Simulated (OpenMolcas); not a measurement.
# C2H8GaN (SMILES [CH3][Ga]([CH3])[NH2]) at 6 levels

We compute a comparison of 6 runs (HF/3-21G, B3LYP/6-31G*, M06-2X/cc-pVDZ, PBE/cc-pVDZ, r2SCAN/cc-pVDZ, CCSD(T)/cc-pVDZ) of C2H8GaN. 

The calculation is run with OpenMolcas 26.06.

1 further run of the same task is left out (set aside as unsound or not needed).

### Step 1. The molecule

C2H8GaN has 12 atoms, charge 0, and is taken as a singlet. As SMILES, `[CH3][Ga]([CH3])[NH2]`. The shape is that of a PBE0-D4/def2-TZVP optimisation.

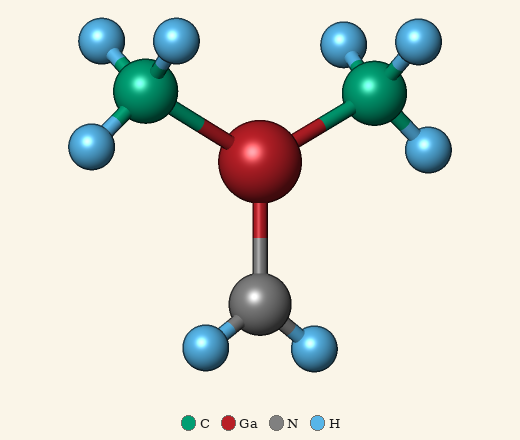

Viewed from a chosen angle; carbon teal, gallium red, nitrogen grey, hydrogen blue.

### Step 2. Energy and gradient at HF/3-21G (run 1)

Contents of mol.xyz:

```xyz
12

C     -0.496600     1.795100    -0.383100
Ga    -0.078800    -0.097900    -0.052000
C      1.442300    -0.783000     0.989400
N     -1.206800    -1.333200    -0.779100
H     -1.389900     1.910300    -0.999000
H     -0.659300     2.323300     0.559900
H      0.336100     2.290100    -0.889200
H      1.414300    -0.397200     2.011600
H      1.443400    -1.873300     1.034100
H      2.387700    -0.456700     0.548400
H     -2.017200    -1.104900    -1.329400
H     -1.098200    -2.328000    -0.677500
```

Contents of test.inp:

```
* C2H8GaN Hartree-Fock
&GATEWAY
BASLIB
$CurrDir
COORD
mol.xyz
BASIS
3-21G
GROUP
NoSym
&SEWARD
&SCF
THRESHOLDS
1e-10 1e-07 1e-07 1e-05
PRORBITALS
1
&ALASKA
```

The basis set 3-21G is read from a file made from the Basis Set Exchange's data (not shown).

Launch:

```sh
export MOLCAS_MEM=1860
pymolcas test.inp > test.log
```

The program printed:

```text
--- Start Module: gateway ---
[...]
--- Stop Module: gateway /rc=_RC_ALL_IS_WELL_ ---
[...]
      Basis functions           65
[...]
--- Start Module: scf ---
[...]
       Convergence after  12 Iterations
[...]
::    Total SCF energy                              -2048.0031669526
[...]
      Total spin, S                                     0.0000000000
[...]
      Total electronic charge=   58.000000
      Total            charge=   -0.000000
[...]
      Dipole Moment (debye):
      Origin of the operator (angstrom)=   -0.0918   -0.1122   -0.0605
                   X= -2.9479E-01               Y= -3.1942E-01               Z= -1.8313E-01           Total=  4.7167E-01
      Quadrupole Moment (debye*angstrom):
[...]
 *              Molecular gradients               *
 **************************************************
  Irreducible representation: a
 ------------------------------------------------------------------------------------------
                              X                       Y                       Z
 ------------------------------------------------------------------------------------------
  C1               -1.51160389076566E-03   -7.45650532321918E-03   -9.04299190596536E-04
  GA2               1.42305917018142E-02    1.55906435577755E-02    9.18406245026038E-03
  C3               -6.35575595867621E-03   -1.05932748169391E-03   -4.14498364722782E-03
  N4               -7.28591186533656E-03   -8.02644333232116E-03   -4.82969322300697E-03
  H5               -3.64989819363526E-03   -4.30494859942288E-04   -2.47018100829521E-03
  H6                3.34854498932002E-04    7.17685622682929E-04    4.37655208201138E-03
  H7                4.22117053014759E-03    5.89226753493044E-04   -1.25540416713044E-03
  H8               -1.09768519041398E-03    2.79609795143276E-03    3.25940490715926E-03
[...]
```

Wall time 2.7 s (1 thread of Intel Xeon 6975P-C (Granite Rapids), shared host); peak memory 0.4 GiB.

### Step 3. Energy and forces at B3LYP/6-31G(d) (Cartesian functions) (run 2)

Contents of struct.xyz:

```xyz
12

C     -0.496600     1.795100    -0.383100
Ga    -0.078800    -0.097900    -0.052000
C      1.442300    -0.783000     0.989400
N     -1.206800    -1.333200    -0.779100
H     -1.389900     1.910300    -0.999000
H     -0.659300     2.323300     0.559900
H      0.336100     2.290100    -0.889200
H      1.414300    -0.397200     2.011600
H      1.443400    -1.873300     1.034100
H      2.387700    -0.456700     0.548400
H     -2.017200    -1.104900    -1.329400
H     -1.098200    -2.328000    -0.677500
```

Contents of job.input:

```
* C2H8GaN Kohn-Sham DFT

&GATEWAY
 BasLib = $CurrDir
 Coord = struct.xyz
 Basis = 6-31Gs
 Group = NoSym

&SEWARD
 GridInput
 Grid=UltraFine
 End of Grid

&SCF
 KSDFT = B3LYP
 Thresholds = 1e-10 1e-07 1e-07 1e-05
 PrOrbitals = 1 1

&ALASKA
```

The basis set 6-31G* is read from a file made from the Basis Set Exchange's data (not shown).

Launch:

```sh
export MOLCAS_MEM=1860
pymolcas job.input > job.log
```

The program printed:

```text
--- Start Module: gateway ---
[...]
--- Stop Module: gateway /rc=_RC_ALL_IS_WELL_ ---
[...]
      Basis functions           96
[...]
--- Start Module: scf ---
[...]
       Convergence after  14 Iterations
[...]
::    Total KS-DFT energy                           -2060.4335250020
[...]
      Total spin, S                                     0.0000000000
[...]
      Total electronic charge=   58.000000
      Total            charge=   -0.000000
[...]
      Dipole Moment (debye):
      Origin of the operator (angstrom)=   -0.0918   -0.1122   -0.0605
                   X= -2.8792E-01               Y= -3.1275E-01               Z= -1.8057E-01           Total=  4.6186E-01
      Quadrupole Moment (debye*angstrom):
[...]
 *              Molecular gradients               *
 **************************************************
  Irreducible representation: a
 ------------------------------------------------------------------------------------------
                              X                       Y                       Z
 ------------------------------------------------------------------------------------------
  C1                2.69718749486447E-04   -2.15492534394457E-03    2.06237705674184E-04
  GA2              -1.44302551442932E-03   -1.59113237752173E-03   -9.50890361916201E-04
  C3               -1.78306160278119E-03    5.89982358862429E-04   -1.16055858328856E-03
  N4               -1.57707411609920E-05    5.54305025879387E-06   -9.35254568723565E-06
  H5                1.88876485266398E-03   -4.74481098075685E-04    1.31948649087921E-03
  H6                5.63786728944971E-04   -8.22872682519460E-04   -1.82834679526911E-03
  H7               -1.52240927661884E-03   -7.71049156331305E-04    1.23016788283170E-03
  H8                3.23341571140445E-04   -5.74860003740740E-04   -1.99917221793466E-03
[...]
```

It took 38 s on 1 thread of Intel Xeon 6975P-C (Granite Rapids), shared host; peak memory 0.53 GiB.

Runs 3 to 5 aren't shown in full; the table further down has their settings and results.

### Step 4. A single-point energy at CCSD(T)/cc-pVDZ (Cholesky decomposition) (run 6)

Contents of calc.inp:

```
* C2H8GaN CCSD(T)

&GATEWAY
  BasLib=$CurrDir
  Coord
  12
  angstrom
  C       -0.496600       1.795100      -0.383100
  Ga      -0.078800      -0.097900      -0.052000
  C        1.442300      -0.783000       0.989400
  N       -1.206800      -1.333200      -0.779100
  H       -1.389900       1.910300      -0.999000
  H       -0.659300       2.323300       0.559900
  H        0.336100       2.290100      -0.889200
  H        1.414300      -0.397200       2.011600
  H        1.443400      -1.873300       1.034100
  H        2.387700      -0.456700       0.548400
  H       -2.017200      -1.104900      -1.329400
  H       -1.098200      -2.328000      -0.677500
  Basis=cc-pVDZ
  Group=NoSym

&SEWARD
  High

&SCF
  Thresholds=1e-10 1e-07 1e-07 1e-05
  PrOrbitals=1 2

&CHCC
  Frozen=12
  Threshold=1e-08
  MaxIterations=80

&CHT3
  Frozen=12
```

The basis set cc-pVDZ is read from a file made from the Basis Set Exchange's data (not shown).

Launch:

```sh
export MOLCAS_MEM=1860
pymolcas calc.inp > calc.log
```

The program printed:

```text
--- Start Module: gateway ---
[...]
--- Stop Module: gateway /rc=_RC_ALL_IS_WELL_ ---
[...]
      Basis functions          109
[...]
       Convergence after  13 Iterations
[...]
::    Total SCF energy                              -2058.0875618410
[...]
      Total spin, S                                     0.0000000000
[...]
      Total electronic charge=   58.000000
      Total            charge=   -0.000000
[...]
      Dipole Moment (debye):
      Origin of the operator (angstrom)=   -0.0918   -0.1122   -0.0605
                   X= -1.6550E-01               Y= -1.7872E-01               Z= -1.0163E-01           Total=  2.6392E-01
      Quadrupole Moment (debye*angstrom):
[...]
--- Start Module: chcc ---
[...]
--- Stop Module: chcc /rc=_RC_ALL_IS_WELL_ ---
[...]
--- Start Module: cht3 ---
[...]
--- Stop Module: cht3 /rc=_RC_ALL_IS_WELL_ ---
[...]
```

Wall time 6.4 min (1 thread of Intel Xeon 6975P-C (Granite Rapids), shared host); peak memory 0.24 GiB.

### Step 5. The series

```
run                                     level  Cartesian functions  integration grid   energy (Eh)  dipole moment (D) of the reference  HOMO energy (eV)  LUMO energy (eV)  wall time
  1                                  HF/3-21G                   no                 –  -2048.003167                                0.47             -9.98              3.26      2.7 s
  2        B3LYP/6-31G* (Cartesian functions)                  yes         UltraFine  -2060.433525                                0.46             -6.44              0.14       38 s
  3                            M06-2X/cc-pVDZ                   no         UltraFine  -2060.559497                                0.47             -8.15              0.97       63 s
  4                               PBE/cc-pVDZ                   no         UltraFine  -2060.140940                                0.59             -5.40             -0.41       52 s
  5                            r2SCAN/cc-pVDZ                   no         UltraFine  -2060.531357                                0.51             -5.68             -0.14       65 s
  6  CCSD(T)/cc-pVDZ (Cholesky decomposition)                   no                 –  -2058.715606                                0.26            -10.19              3.18    6.4 min
```

### Step 6. Outcome

```
                                           quantity           value
                                run 6: total energy  -2058.71561 Eh
          run 6: dipole moment (mean-field density)          0.26 D
         run 6: HOMO energy (Hartree–Fock orbitals)       -10.19 eV
         run 6: LUMO energy (Hartree–Fock orbitals)         3.18 eV
       run 6: HOMO–LUMO gap (Hartree–Fock orbitals)        13.37 eV
run 6: correlation energy (12 core orbitals frozen)      -628.0 mEh
                              run 6: (T) correction      -17.63 mEh
```

In words: Over runs 1, 2, 3, 4, 5 the dipole moment (its size) runs from 0.46 D (B3LYP/6-31G*) to 0.59 D (PBE/cc-pVDZ). The two ends differ in method and basis. Over runs 1, 2, 3, 4, 5 the HOMO–LUMO gap runs from 4.99 eV (PBE/cc-pVDZ) to 13.24 eV (HF/3-21G). Totals of different functionals can't be ranked against each other. All runs together took 10 min, the longest 6.4 min.
